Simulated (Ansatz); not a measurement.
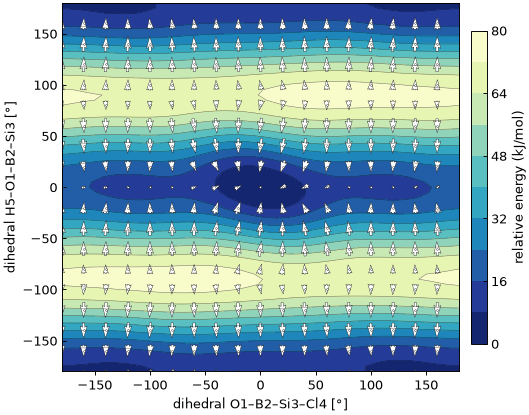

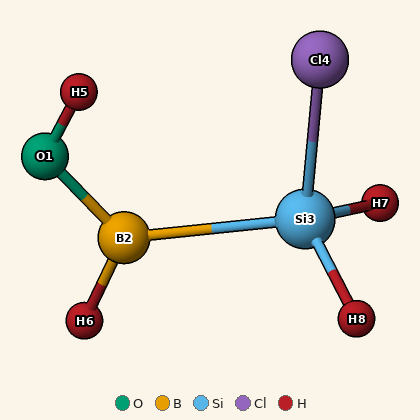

Energy landscape of BClH4OSi, SMILES OB[SiH2]Cl. First axis: dihedral O1–B2–Si3–Cl4. Second axis: dihedral H5–O1–B2–Si3. Nothing is relaxed (all other coordinates rigid). Grid: 18 × 18 points; 186 points were computed and 138 follow by symmetry. Energies are in kJ/mol, from the lowest grid point. These are results of RHF/def2-SVP (Ansatz 0.2.0), not measurements.

Drawn: filled contours, dots at the grid points, arrows along the force (downhill), their lengths compressed. Between grid points the surface is interpolated. The second picture is the structure at the lowest point.

**Summarise what can be read from the map.**

The lowest grid point is at dihedral O1–B2–Si3–Cl4 = 0°, dihedral H5–O1–B2–Si3 = 0°. There are further wells near dihedral O1–B2–Si3–Cl4 = 140°, dihedral H5–O1–B2–Si3 = −180° (6 kJ/mol above the lowest at that grid point); dihedral O1–B2–Si3–Cl4 = 0°, dihedral H5–O1–B2–Si3 = −180° (10 kJ/mol above the lowest at that grid point). The highest grid point, dihedral O1–B2–Si3–Cl4 = −60°, dihedral H5–O1–B2–Si3 = −80°, lies 74 kJ/mol above the lowest. On the interpolated surface the easiest way out of the lowest well to its copy in the next cell or period passes a barrier of about 17 kJ/mol. Round the minimum the valley is somewhat tilted: raising dihedral O1–B2–Si3–Cl4 shifts the best value of dihedral H5–O1–B2–Si3 downwards (coupling k₁₂/√(k₁₁k₂₂) about 0.3).

The values on the grid:

```tsv
dihedral H5–O1–B2–Si3 ↓, dihedral O1–B2–Si3–Cl4 →	−160	−120	−80	−40	0	40	80	120	160
160	14	12	14	16	16	17	17	14	14
120	54	52	52	54	55	57	58	56	54
80	71	70	70	67	70	73	74	73	73
40	38	36	36	29	28	36	37	37	40
0	16	13	14	8	0	8	14	13	16
−40	40	37	37	36	28	29	36	36	38
−80	73	73	74	73	70	67	70	70	71
−120	54	56	58	57	55	54	52	52	54
−160	14	14	17	17	16	16	14	12	14
```

The table holds every second grid line.

The input of one point:

```yaml
crystal:
  periodic: [false, false, false]
  atoms:
    - { symbol: O, position_ang: [-0.932683, 1.606707, -0.447249] }
    - { symbol: B, position_ang: [0.123424, 1.096999, 0.1922] }
    - { symbol: Si, position_ang: [0.452441, -0.928479, 0.201952] }
    - { symbol: Cl, position_ang: [-1.13011, -1.754002, -0.917556] }
    - { symbol: H, position_ang: [-1.491508, 0.973511, -0.877246] }
    - { symbol: H, position_ang: [0.856201, 1.869356, 0.750098] }
    - { symbol: H, position_ang: [0.4059, -1.53374, 1.550143] }
    - { symbol: H, position_ang: [1.716125, -1.330384, -0.452035] }
basis:
  gaussian: { orbitals: def2-SVP }
hamiltonian:
  xc: hf
output:
  forces: true
```

Each point was launched as `ansatz run input.yaml --threads 1 --pin off --max-ram 2560MiB --backend cpu --events-out ev --progress --plain --runs-dir out`. The whole map (186 points run) took 6.5 min on 1 thread of Arm Neoverse N1, with other jobs on the host.
